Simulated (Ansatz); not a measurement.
The reference is InAs in the zinc blende structure (space group F-43m, No. 216; a = 6.187 Å).

Structures relaxed with PBE in Ansatz (plane waves to 420 eV, PAW, no spin-orbit coupling), earlier PAW set.

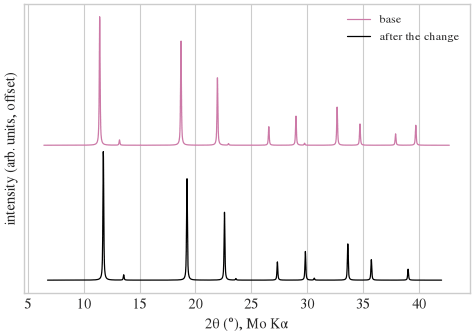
Figure. Simulated powder patterns before (top) and after one change

### Question
What was done to the base?
(A) pressure 1.5 GPa
(B) pressure −2 GPa
(C) pressure 0.3 GPa
(D) pressure 5 GPa

### Answer
D, pressure 5 GPa. Its volume per atom is 27.21 Å³ against 29.60 Å³, and its space group is F-43m (No. 216).

The mesh was chosen for an insulator and is coarse for the gapless case. Load acts through the strain it causes; cell and atoms are relaxed under it. No phonon test of stability was made. Tetrahedral semiconductors of this kind turn to denser phases somewhere between about 1 and 50 GPa; those were not computed, so compressed cells here can lie past the real transition. The final runs are not spin-polarised.

Ansatz is a program for electronic structure.
